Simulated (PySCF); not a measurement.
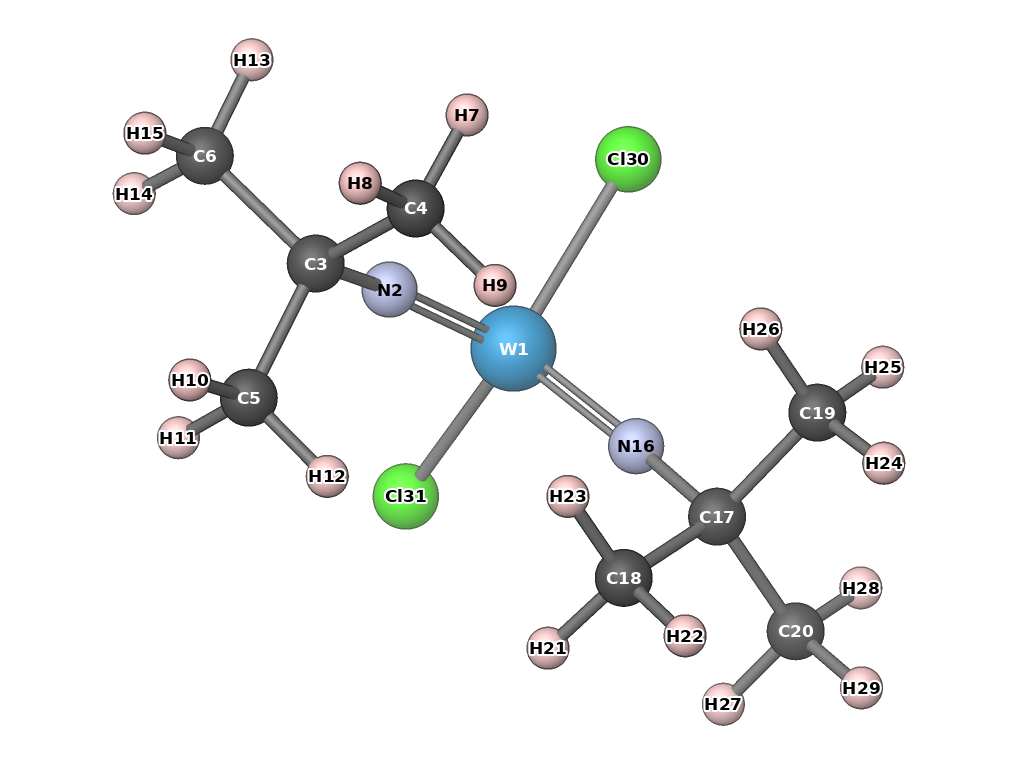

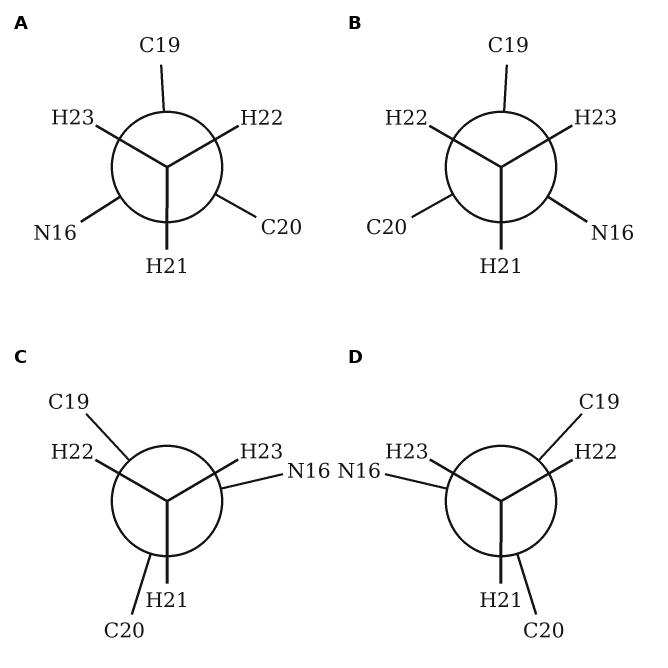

Depth is shown by fading: the farther an atom, the more it takes the colour of the background. Bonds that would overlap in a projection are set slightly apart. The species is neutral and a spin singlet. The geometry was computed by an optimisation with PBE0-D3(BJ)/def2-SVP. No frequency run is at hand to confirm it as a minimum.

### Which Newman projection shows the view along C18–C17, with C18 in front?

A. The torsion angle H21–C18–C17–N16 is 58°, synclinal (gauche).
